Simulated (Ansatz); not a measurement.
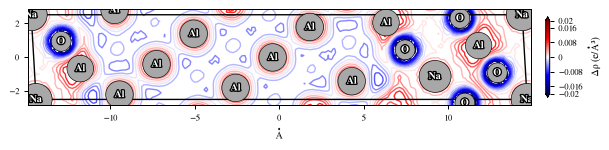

NaAl5O2. Difference of the valence pseudo-densities of two functionals at the same geometry, on the (11̄0) plane of the calculation cell: one of PBE and r2SCAN less the other.

Both computed with Ansatz (plane waves, PAW), on the same k-point mesh. Grey discs cover the atomic cores.

```cif
data_structure
_symmetry_space_group_name_H-M 'P 1'
_symmetry_Int_Tables_number 1
_cell_length_a 2.8990
_cell_length_b 2.8990
_cell_length_c 29.0696
_cell_angle_alpha 92.874
_cell_angle_beta 92.874
_cell_angle_gamma 60.011
_cell_volume 211.25
loop_
_atom_site_label
_atom_site_type_symbol
_atom_site_fract_x
_atom_site_fract_y
_atom_site_fract_z
_atom_site_occupancy
Na1 Na 0.36418 0.36418 0.59239 1
Na2 Na 0.63582 0.63582 0.40761 1
Al1 Al 0.72841 0.72841 0.68596 1
Al2 Al 0.00000 0.00000 0.50000 1
Al3 Al 0.27159 0.27159 0.31404 1
Al4 Al 0.42090 0.42090 0.76274 1
Al5 Al 0.57910 0.57910 0.23726 1
Al6 Al 0.85992 0.85992 0.07902 1
Al7 Al 0.50000 0.50000 0.00000 1
Al8 Al 0.14008 0.14008 0.92098 1
Al9 Al 0.78027 0.78027 0.84178 1
Al10 Al 0.21973 0.21973 0.15822 1
O1 O 0.04996 0.04996 0.65022 1
O2 O 0.67857 0.67857 0.53486 1
O3 O 0.32143 0.32143 0.46514 1
O4 O 0.95004 0.95004 0.34978 1
```

Q: Which was subtracted from which, and what does the map show?

A: It is PBE less r2SCAN. Against r2SCAN, PBE gives more density around Al (+0.004 e/Å³ on average at 1.0 Å from the nucleus), less density around O (−0.014 e/Å³ on average at 0.7 Å from the nucleus) and less density in the space between the atoms (−0.003 e/Å³ on average).
